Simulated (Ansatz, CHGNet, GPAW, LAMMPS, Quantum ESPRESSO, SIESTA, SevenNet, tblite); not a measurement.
# Quantum ESPRESSO on amorphous polyacrylonitrile (as short chains C14N4H18) at 540 K (108 atoms): settings compared

How far do other settings of Quantum ESPRESSO move the forces in amorphous polyacrylonitrile (as short chains C14N4H18) at 540 K (108 atoms)? One run of the same program serves as the yardstick.

Method: the method is named at each step, in Quantum ESPRESSO 7.5.

## (1) The structure

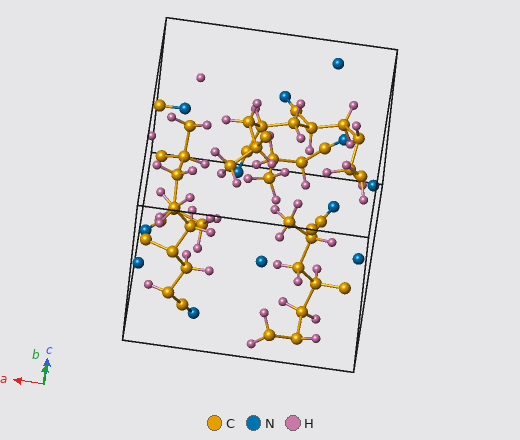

The cell as given, from a free direction (carbon orange, nitrogen blue, hydrogen pink). Bonds to atoms that aren't drawn are left out.

The cell holds 108 atoms: 42 C, 12 N and 54 H. Cell: a = 10.877 Å, b = 10.877 Å, c = 10.877 Å, α = 90.0°, β = 90.0°, γ = 90.0°. 3 polyacrylonitrile chains of 4 units with methyl end groups placed at random, at 0.938 g/cm³; overlaps pushed apart, then 20 ps at 800 K with MMFF94 bonds, angles, torsions, charges and radii (Halgren, J. Comput. Chem. 17, 490 (1996)) in harmonic and 12-6 forms. Snapshot after 30 ps at 540 K and fixed volume.

The yardstick, on the same geometry:

- method: Kohn-Sham DFT, PBE, SSSP efficiency 1.3.0 pseudopotentials, plane waves (Quantum ESPRESSO 7.5); sssp-pbe-1.3.0-efficiency, cutoffs 60/480 Ry, Γ point
- r.m.s. force component: 1.089 eV/Å
- longest force: 4.772 eV/Å
- pressure: 1.539 GPa
- gap (highest filled to lowest empty level): 5.451 eV
- time: 89 s on 4 MPI ranks of Arm Neoverse V1, shared host
- CPU time: 5.9 min

## (2) PBE, sssp-1.3.0-efficiency, 30/240 Ry

Method: Kohn-Sham DFT, PBE, SSSP efficiency 1.3.0 pseudopotentials, plane waves.

File pw.in:

```
&control
  calculation = 'scf'
  pseudo_dir = './pseudo'
  outdir = './tmp'
  disk_io = 'none'
  tprnfor = .true.
  tstress = .true.
/
&system
  ibrav = 0
  nat = 108
  ntyp = 3
  ecutwfc = 30
  ecutrho = 240
  nosym = .true.
  occupations = 'smearing'
  smearing = 'fd'
  degauss = 0.003675
/
&electrons
  conv_thr = 5.4e-07
  electron_maxstep = 100
  mixing_beta = 0.4
  mixing_mode = 'plain'
  diagonalization = 'david'
/
ATOMIC_SPECIES
C 12.011 C.upf
N 14.007 N.upf
H 1.008 H.upf
CELL_PARAMETERS angstrom
10.87734 0.00000 0.00000
0.00000 10.87734 0.00000
0.00000 0.00000 10.87734
ATOMIC_POSITIONS crystal
C 0.47688 0.28299 0.75057
C 0.47484 0.24542 0.87800
C 0.35162 0.20251 0.91225
C 0.26021 0.30208 0.93146
N 0.18111 0.37356 0.93926
C 0.37773 0.13724 0.03497
C 0.26080 0.07599 0.07999
C 0.24671 0.95356 0.03512
N 0.24496 0.86162 0.98355
C 0.25639 0.08223 0.21872
C 0.21324 0.19787 0.29459
C 0.08672 0.22075 0.27476
N 0.97809 0.21953 0.25864
C 0.29414 0.31751 0.27843
C 0.25502 0.43328 0.36228
C 0.22699 0.39431 0.48058
N 0.18319 0.37897 0.57901
C 0.35701 0.53207 0.35588
H 0.41264 0.36144 0.73553
H 0.56626 0.30417 0.71635
H 0.43562 0.20957 0.69305
H 0.50274 0.31921 0.94524
H 0.54228 0.17228 0.89022
H 0.32168 0.13438 0.84510
H 0.41273 0.19873 0.10377
H 0.45071 0.06451 0.02843
H 0.17861 0.12372 0.06093
H 0.19450 0.00644 0.24600
H 0.34398 0.07106 0.26672
H 0.21888 0.16626 0.39401
H 0.28598 0.34949 0.18405
H 0.38564 0.29754 0.29446
H 0.16497 0.47176 0.32526
H 0.33048 0.62141 0.39530
H 0.38832 0.54865 0.25983
H 0.42672 0.51621 0.42377
C 0.07625 0.77303 0.47570
C 0.13095 0.67981 0.57065
C 0.11289 0.72718 0.70380
C 0.97734 0.72723 0.73116
N 0.86816 0.72840 0.73340
C 0.18666 0.66245 0.81082
C 0.32169 0.64266 0.78547
C 0.39890 0.60012 0.89360
N 0.45582 0.57362 0.97862
C 0.39672 0.74462 0.72467
C 0.53222 0.72080 0.70050
C 0.58057 0.61021 0.63841
N 0.60886 0.52295 0.58608
C 0.58700 0.82970 0.63673
C 0.53795 0.84003 0.50283
C 0.50147 0.96530 0.47498
N 0.46045 0.06784 0.46274
C 0.63695 0.80601 0.41219
H 0.05200 0.72860 0.38602
H 0.99004 0.81332 0.50608
[... 48 atom lines left out ...]
H 0.91566 0.29839 0.45564
H 0.69966 0.32391 0.46786
H 0.67501 0.19023 0.56617
H 0.73766 0.17069 0.41153
K_POINTS gamma
```

Launch:

```console
OMP_NUM_THREADS=1 mpirun -np 2 pw.x -in pw.in > output.txt
```

The log of the run:

```text
Program PWSCF
     gamma-point specific algorithms are used
     Parallelization info
     sticks:   dense  smooth     PW     G-vecs:    dense   smooth      PW
     Min        4033    2011    502               272549    96333   12054
     Max        4036    2014    503               272556    96338   12057
     Sum        8069    4025   1005               545105   192671   24111
     bravais-lattice index     =            0
     lattice parameter (alat)  =      20.5552  a.u.
     unit-cell volume          =    8684.8978 (a.u.)^3
     number of atoms/cell      =          108
     number of atomic types    =            3
     number of electrons       =       282.00
     number of Kohn-Sham states=          169
     kinetic-energy cutoff     =      30.0000  Ry
     charge density cutoff     =     240.0000  Ry
     scf convergence threshold =      5.4E-07
     mixing beta               =       0.4000
     number of iterations used =            8  plain     mixing
     Exchange-correlation= PBE
                           (   1   4   3   4   0   0   0)
     crystal axes: (cart. coord. in units of alat)
               a(1) = (   1.000000   0.000000   0.000000 )
               a(2) = (   0.000000   1.000000   0.000000 )
               a(3) = (   0.000000   0.000000   1.000000 )
     reciprocal axes: (cart. coord. in units 2 pi/alat)
               b(1) = (  1.000000  0.000000  0.000000 )
               b(2) = (  0.000000  1.000000  0.000000 )
               b(3) = (  0.000000  0.000000  1.000000 )
     PseudoPot. # 1 for C :
     Pseudo is Projector augmented-wave + core cor, Zval =  4.0
     PseudoPot. # 2 for N :
     Pseudo is Ultrasoft + core correction, Zval =  5.0
     PseudoPot. # 3 for H :
     Pseudo is Ultrasoft, Zval =  1.0
     atomic species   valence    mass     pseudopotential
     C                 4.00    12.01100     C ( 1.00)
     N                 5.00    14.00700     N ( 1.00)
     H                 1.00     1.00800     H ( 1.00)
     No symmetry found
   Cartesian axes
     number of k points=     1  Fermi-Dirac smearing, width (Ry)=  0.0037
                       cart. coord. in units 2pi/alat
        k(    1) = (   0.0000000   0.0000000   0.0000000), wk =   2.0000000
     Dense  grid:   272553 G-vectors     FFT dimensions: ( 108, 108, 108)
     Smooth grid:    96336 G-vectors     FFT dimensions: (  72,  72,  72)
     Check: negative core charge=   -0.000019
     Initial potential from superposition of free atoms
     starting charge     281.9977, renormalised to     282.0000
     Starting wfcs are  270 randomized atomic wfcs
     Self-consistent Calculation
     iteration #  1     ecut=    30.00 Ry     beta= 0.40
     total energy              =   -1078.05337372 Ry
     estimated scf accuracy    <      11.64486603 Ry
     iteration #  2     ecut=    30.00 Ry     beta= 0.40
     total energy              =   -1078.74497725 Ry
     estimated scf accuracy    <       1.75522131 Ry
     iteration #  3     ecut=    30.00 Ry     beta= 0.40
     total energy              =   -1078.83587273 Ry
     estimated scf accuracy    <       0.60211345 Ry
     iteration #  4     ecut=    30.00 Ry     beta= 0.40
     total energy              =   -1078.87962026 Ry
     estimated scf accuracy    <       0.10319833 Ry
     iteration #  5     ecut=    30.00 Ry     beta= 0.40
     total energy              =   -1078.88829623 Ry
     estimated scf accuracy    <       0.00933205 Ry
     iteration #  6     ecut=    30.00 Ry     beta= 0.40
     total energy              =   -1078.88952821 Ry
     estimated scf accuracy    <       0.00197009 Ry
     iteration #  7     ecut=    30.00 Ry     beta= 0.40
     total energy              =   -1078.88981898 Ry
     estimated scf accuracy    <       0.00031344 Ry
     iteration #  8     ecut=    30.00 Ry     beta= 0.40
     total energy              =   -1078.88985955 Ry
     estimated scf accuracy    <       0.00005142 Ry
     iteration #  9     ecut=    30.00 Ry     beta= 0.40
     total energy              =   -1078.88986870 Ry
     estimated scf accuracy    <       0.00001233 Ry
     iteration # 10     ecut=    30.00 Ry     beta= 0.40
     total energy              =   -1078.88987081 Ry
     estimated scf accuracy    <       0.00000204 Ry
     iteration # 11     ecut=    30.00 Ry     beta= 0.40
     End of self-consistent calculation
          k = 0.0000 0.0000 0.0000 ( 12056 PWs)   bands (ev):
   -18.7199 -18.3423 -18.2989 -18.2660 -18.0432 -17.9638 -17.9287 -17.8904
   -17.8199 -17.7420 -17.7019 -17.5373 -17.2469 -16.8890 -16.8026 -16.4938
   -16.2807 -16.0740 -15.8120 -15.7963 -15.5282 -15.0524 -14.9222 -14.8264
   -13.6130 -13.5127 -13.2795 -12.7025 -12.5967 -12.3724 -12.3504 -11.8596
   -11.5353 -11.5043 -11.4159 -11.3664 -10.9971 -10.9331 -10.8117 -10.4028
   -10.3914 -10.3592  -9.4231  -9.0413  -8.8188  -8.7686  -8.7262  -8.4707
    -8.2983  -8.1948  -8.0213  -7.8991  -7.6842  -7.5648  -7.4888  -7.4573
    -7.2926  -7.1591  -7.0313  -6.9027  -6.7617  -6.7241  -6.6319  -6.5428
    -6.4358  -6.3722  -6.2709  -6.1186  -6.0188  -5.9532  -5.8875  -5.7344
    -5.6995  -5.5796  -5.5586  -5.4864  -5.4531  -5.4055  -5.3596  -5.2649
    -5.2034  -5.0809  -5.0087  -4.9247  -4.8868  -4.8500  -4.6690  -4.6431
    -4.5723  -4.5164  -4.4752  -4.4185  -4.3787  -4.3685  -4.3187  -4.2777
[...]
-3.1396  -3.0607  -3.0181  -2.9749  -2.9299  -2.8843  -2.8011  -2.7482
    -2.7021  -2.5867  -2.5711  -2.5048  -2.4272   3.0058   3.3734   3.4354
     3.5078   3.5651   3.6247   3.6519   3.7343   3.8449   3.9038   3.9379
     3.9613   4.0115   4.0509   4.0750   4.1306   4.1718   4.1782   4.2978
     4.3343   4.3473   4.5449   4.6001   4.6899   4.7148   4.7628   4.8497
     4.9692
     the Fermi energy is    -0.7031 ev
!    total energy              =   -1078.88987151 Ry
     estimated scf accuracy    <       0.00000036 Ry
     smearing contrib. (-TS)   =      -0.00000000 Ry
     internal energy E=F+TS    =   -1078.88987151 Ry
     The total energy is F=E-TS. E is the sum of the following terms:
     one-electron contribution =    -896.27073137 Ry
     hartree contribution      =     530.94645843 Ry
     xc contribution           =    -296.46764114 Ry
     ewald contribution        =    -158.01594755 Ry
     one-center paw contrib.   =    -259.08200988 Ry
     convergence has been achieved in  11 iterations
     Forces acting on atoms (cartesian axes, Ry/au):
     atom    1 type  1   force =    -0.05667549    0.03352832   -0.07437510
     atom    2 type  1   force =     0.05791341    0.04945655    0.03129303
     atom    3 type  1   force =     0.00609268   -0.01365301    0.08036707
     atom    4 type  1   force =     0.02901028   -0.04977284   -0.03297993
     atom    5 type  2   force =    -0.01097686    0.02684375    0.01242364
     atom    6 type  1   force =    -0.03553442   -0.05443906   -0.02864715
     atom    7 type  1   force =     0.03437944    0.02080014    0.08236074
     atom    8 type  1   force =     0.01053313    0.07135126    0.01934413
     atom    9 type  2   force =    -0.00158479   -0.09275536   -0.03879231
     atom   10 type  1   force =    -0.00926436   -0.02686157    0.08819030
     atom   11 type  1   force =     0.04654532    0.01613668    0.01186547
     atom   12 type  1   force =    -0.15412701   -0.00778811   -0.02666110
[...]
atom  104 type  3   force =    -0.01408698   -0.01385551    0.02019540
     atom  105 type  3   force =    -0.02641762   -0.00583655    0.04477971
     atom  106 type  3   force =    -0.03540377    0.00034820   -0.00637481
     atom  107 type  3   force =    -0.00287722    0.00480564   -0.00297707
     atom  108 type  3   force =    -0.01302443    0.02483419    0.02906785
     Total force =     0.774998     Total SCF correction =     0.000704
     Computing stress (Cartesian axis) and pressure
          total   stress  (Ry/bohr**3)                   (kbar)     P=      -26.64
  -0.00017410  -0.00003582  -0.00002050          -25.61       -5.27       -3.02
  -0.00003582  -0.00017766  -0.00001232           -5.27      -26.13       -1.81
  -0.00002050  -0.00001232  -0.00019142           -3.02       -1.81      -28.16
     Message from routine punch:
     Nothing written, as per user request (disk_io='none')
```

The job ended after 56 s (2 MPI ranks of Arm Neoverse V1, shared host; peak memory 1.1 GiB; 1.9 min of CPU time).

Banners, paths, timers and routine set-up lines are dropped from the logs unmarked, and long logs keep their key lines alone; longer cuts are marked.

Numbers from this run, and their distance from the reference:

- r.m.s. force component: 1.107 eV/Å
- r.m.s. difference of force components: 196.6 meV/Å
- longest difference of force vectors: 866.2 meV/Å
- force difference over r.m.s. force: 18.04 %
- slope of forces against the reference's: 1
- correlation of force components: 0.9841
- gap (highest filled to lowest empty level): 5.433 eV
- gap difference: -0.0183 eV
- pressure: -2.663 GPa
- pressure difference: -4.202 GPa
- energy less the same-level run's: 79.81 meV/atom
- r.m.s. force difference from the same-level run: 196.6 meV/Å

This is a coarse setting, run to see what it loses.

Length of the force difference by element (eV/Å):

```tsv
element	atoms	mean	most
C	42	0.28	0.86
H	54	0.11	0.18
N	12	0.68	0.87
```

Levels nearest the highest filled one (eV from it): -0.63, -0.59, -0.55, -0.50, -0.46, -0.37, -0.32, -0.27, -0.16, -0.14, -0.08, 0.00, 5.43, 5.80, 5.86, 5.93, 5.99, 6.05, 6.08, 6.16, 6.27, 6.33, 6.37, 6.39.

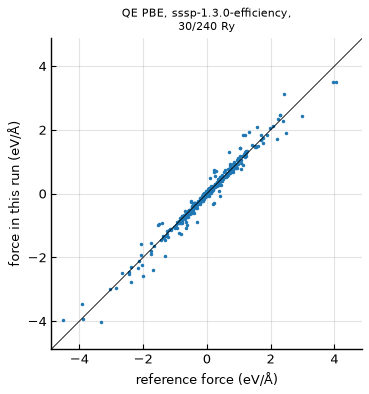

Force components against those of the reference; the line marks equality.

A closer look about C12, picked at random: 11 atoms, nearest first, numbered in the order of the input, with positions taken from that point.

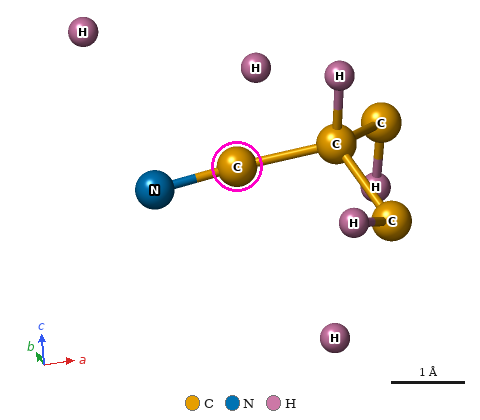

The atoms of the table, within 2.9 Å (arrows a, b, c point along x, y, z); some may hide others; the central atom is ringed.

```tsv
atom	x	y	z	distance (Å)	bonds	Fx	Fy	Fz (eV/Å)
C12	0.00	0.00	0.00	0.00	2	-3.96	-0.20	-0.69
N13	-1.18	-0.01	-0.18	1.19	1	2.44	0.42	0.30
C11	1.38	-0.25	0.22	1.42	4	1.20	0.41	0.31
H30	1.44	-0.59	1.30	2.02	1	0.14	0.28	-0.76
C10	1.85	-1.51	-0.61	2.46	4	-0.24	-0.69	2.27
C14	2.26	1.05	0.04	2.49	4	-2.97	0.69	0.07
H28	1.17	-2.33	-0.31	2.63	1	0.12	0.09	0.51
H27	1.00	-1.06	-2.33	2.74	1	-1.45	1.04	-1.37
H31	2.17	1.40	-0.99	2.76	1	-0.08	0.18	-0.43
H105	-1.86	0.84	1.97	2.84	1	-0.68	-0.15	1.15
H33	0.85	2.73	0.55	2.91	1	0.84	-0.29	0.04
```

Forces lie 18 % from the reference's, at 0.32 times its CPU time (on 2 against 4 cores).

Within one program, basis, potentials and functional, energies share a zero. Each run against its twin at the usual cutoff or grid and solver:

```tsv
run	twin	Δ energy (meV/atom)	Δ force, r.m.s. (meV/Å)	CPU time over the twin's
QE PBE, sssp-1.3.0-efficiency, 30/240 Ry	sssp-1.3.0-efficiency, 60/480 Ry	79.8	197	0.32 (this twin ran on 4 cores)
```

## (3) Summary of results

```yaml
force_difference_from_the_reference: QE PBE, sssp-1.3.0-efficiency, 30/240 Ry (coarse), 18 %
its_cpu_time: 1.9 min
```

In words: Runs with settings chosen to be coarse differ by 18 % (QE PBE, sssp-1.3.0-efficiency, 30/240 Ry). One electronic-structure run takes under half the reference's CPU time: QE PBE, sssp-1.3.0-efficiency, 30/240 Ry, at 18 % in 1.9 min against 5.9 min; its pressure misses by -4.2 GPa. At the same functional, the gap of QE PBE, sssp-1.3.0-efficiency, 30/240 Ry lies 0.02 eV below the reference's 5.45 eV. In pressure, QE PBE, sssp-1.3.0-efficiency, 30/240 Ry misses by -4.2 GPa, at the same functional; a cutoff this low leaves a large Pulay stress. The reference's pressure holds the uncorrected Pulay stress of its 60 Ry basis, so small pressure differences, and their order, may be the reference's own error. The network of contacts between molecules at the start is that of the classical potential that made the cell, and needn't be the one that DFT or experiment would give. The reference's PBE has no dispersion term, which matters for the binding between molecules or layers. The density was typed from a rule of thumb and may lie off the real one at this temperature. The electronic-structure runs sample only Γ, in a cell whose shortest periodic width is 11 Å.

[Also dropped from logs without a mark: logging warnings of Python, and SIESTA's first energy breakdown and zero terms.]

[Logs are printed without paths, hosts, clocks, repeated set-up lines and the standing remarks that a program may print on its own settings, such as how far it seeks lower states.]

[Hosts, paths, dates, database ids (printed as entryN), source tags and the programs' standing remarks are cut or masked in the printed files.]

[The MMFF94 radii named for the starting cell were scaled by 0.96; in molecules described by MMFF94, hydrogen bound to N, O or S took a small fixed 12-6 site in their place.]
